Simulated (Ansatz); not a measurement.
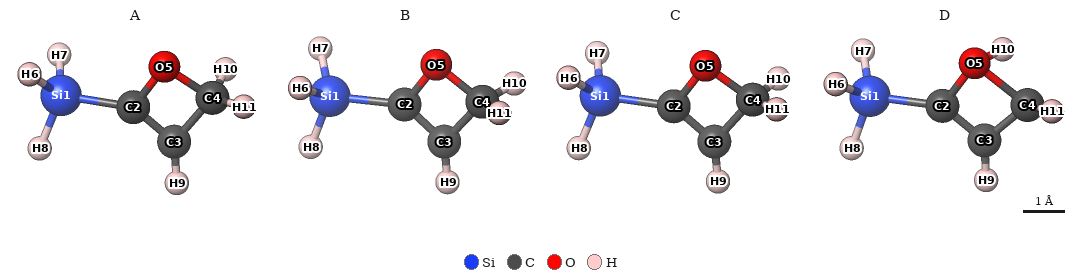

4 geometries from a converged minimum-energy path of C3H6OSi, shuffled. Style: ball-and-stick. Shown at a tilt.

Method: Ansatz, RKS B3LYP-D4/def2-SVP. Settings: 5 movable images; climbing image; force threshold 0.03 eV/Å; iteration limit 60; starting path through a guess of the saddle point.

**Which of them lies highest in energy?**

D. In order along the path, whose images run from 0 to 6: B (image 0, 0.00 eV), C (image 1, +0.03 eV), A (image 2, +0.28 eV), D (image 4, +3.03 eV). A hydrogen atom shifts from one atom to another. Breaking: C4–H10 (1.10 → 1.53 at the top → 2.10 Å). Forming: O5–H10 (2.12 → 1.07 at the top → 0.98 Å).
